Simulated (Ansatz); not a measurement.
## Electronic structure of C$_{3}$H$_{8}$AlN in real space

The calculation's input:

```
crystal:
  periodic: [false, false, false]
  atoms:
    - { symbol: "N", position_ang: [-1.3853, 2.3191, 0.3172] }
    - { symbol: Al, position_ang: [-0.3343, 0.8368, 0.6314] }
    - { symbol: C, position_ang: [-0.5792, -1.1044, 0.2817] }
    - { symbol: C, position_ang: [0.9117, -1.2399, -0.3288] }
    - { symbol: C, position_ang: [1.3621, 0.1651, -0.1866] }
    - { symbol: H, position_ang: [-1.7121, 2.3385, -0.7017] }
    - { symbol: H, position_ang: [-0.99312, 1.80574, 1.63076] }
    - { symbol: H, position_ang: [-1.3215, -1.3117, -0.4335] }
    - { symbol: H, position_ang: [-0.639, -1.6697, 1.2795] }
    - { symbol: H, position_ang: [1.4644, -1.9756, 0.2629] }
    - { symbol: H, position_ang: [0.7589, -1.5375, -1.3762] }
    - { symbol: H, position_ang: [2.231, 0.2352, 0.5587] }
    - { symbol: H, position_ang: [1.5408, 0.6753, -1.1613] }
basis:
  gaussian: { orbitals: "6-31G*" }
hamiltonian:
  xc: b3lyp
  dispersion: d4
relax:
  f_tol: 0.02
  max_steps: 50
output:
  orbitals: {}
```

Command:

```sh
ansatz run input.yaml --threads 2 --pin off --max-ram 3072MiB --backend cpu --events-out ev --progress --plain --runs-dir out
```

The fields are those of the relaxed geometry.

All numbers below come from Ansatz 0.2.0, RKS B3LYP-D4/6-31G*.

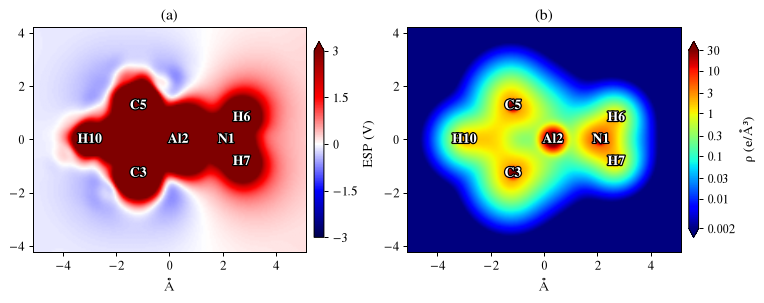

Figure 1. (a) molecular electrostatic potential; (b) total electron density on the plane of atoms Al2, N1 and H7.

Describe what can be read from this map.

Answer. The plane passes through N, Al, C and H nuclei.
Al–N (1.78 Å): ρ at the midpoint is about 0.8 e/Å³.
C–Al (1.97 Å): ρ at the midpoint is about 0.67 e/Å³.
N–H (1.01 Å): ρ is about 2.7 e/Å³ halfway.
Outside the dense part of the molecule the potential is most negative (−0.7 V) near C3 and C5.

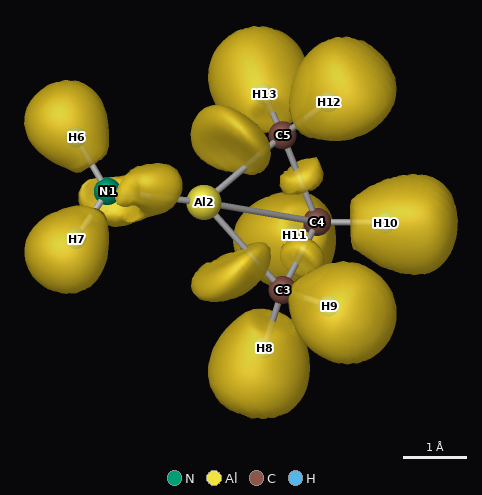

Figure 2. Isosurface of the electron localisation function at 0.85 (yellow), seen at an oblique angle. Core shells and regions of very low density are left out.

Where are the electrons localised?

Answer. The ELF exceeds this value in two regions between bonded C–C atoms (shared pairs), eight regions around hydrogen nuclei, one lobe of the valence shell of N pointing towards Al and two regions wrapped around Al (the valence shell of each). Along the contacts the grid gives the following. C–C (1.57 Å): the ELF peaks at about 0.95 between the atoms (localised, covalent bonding). Al–N (1.78 Å): the ELF peaks at about 0.90 in the valence shell of N, 0.7 Å from its nucleus, and is about 0.60 at the midpoint.

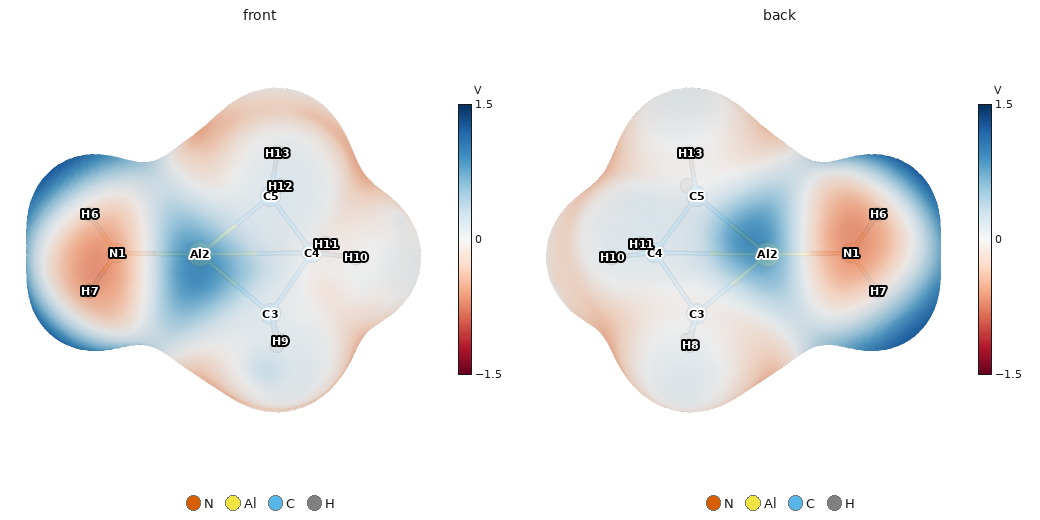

Figure 3. The molecular electrostatic potential painted on the density surface at 0.001 e/bohr³, seen from the front and from behind; red is negative and blue positive.

Where is the surface potential most negative and most positive?

Answer. The most negative region (about −0.7 V, or −16 kcal/mol for a unit charge) lies over N1, the most positive (about +1.2 V, or +28 kcal/mol for a unit charge) over H6 and H7.
